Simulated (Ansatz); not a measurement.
```xyz
7

O    -0.7616   -0.8237   -0.3544
C    -0.0428    0.3781   -0.1149
S     1.6323   -0.0602    0.2366
H    -1.6160   -0.4625   -0.6457
H    -0.0656    1.0260   -1.0089
H    -0.4693    0.9252    0.7399
H     1.3842   -1.0509    1.1017
```

Not at a stationary point (largest force 1.6 eV/Å).

These are results of SCF HSE06, Gaussian basis in Ansatz, not measurements.

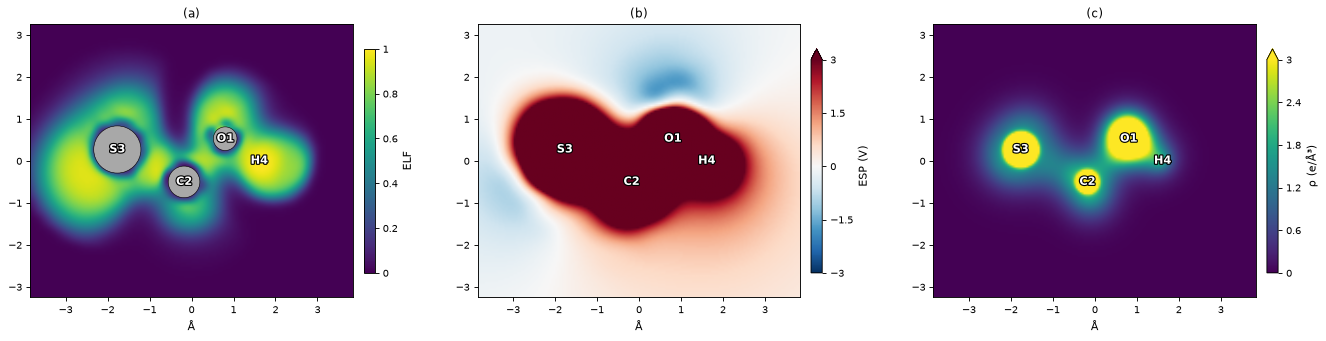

CH4OS. (a) ELF; (b) electrostatic potential; (c) electron density on the plane of atoms O1, C2 and S3. Grey discs cover the atomic cores in the ELF map.

**What do the fields say about this system?**

- Atoms in the plane: O, C, S and H.
- C–O (1.42 Å): ρ is about 2 e/Å³ halfway, with its minimum of 1.7 e/Å³ about 0.5 Å from C; the ELF peaks at about 0.90 between the atoms, as expected for a polar covalent bond.
- C–S (1.77 Å): ρ is about 1.3 e/Å³ halfway; the ELF peaks at about 0.95 between the atoms, as expected for a covalent bond.
- O–H (0.97 Å): ρ at the midpoint is about 3.6 e/Å³; the ELF climbs to about 1 towards the hydrogen, as it does in any bond to H (a covalent bond by its length).
- The ELF also peaks beside S3 and O1, away from the bonds: lone-pair regions.
- Outside the dense part of the molecule the potential is most negative (−1.7 V) near O1.
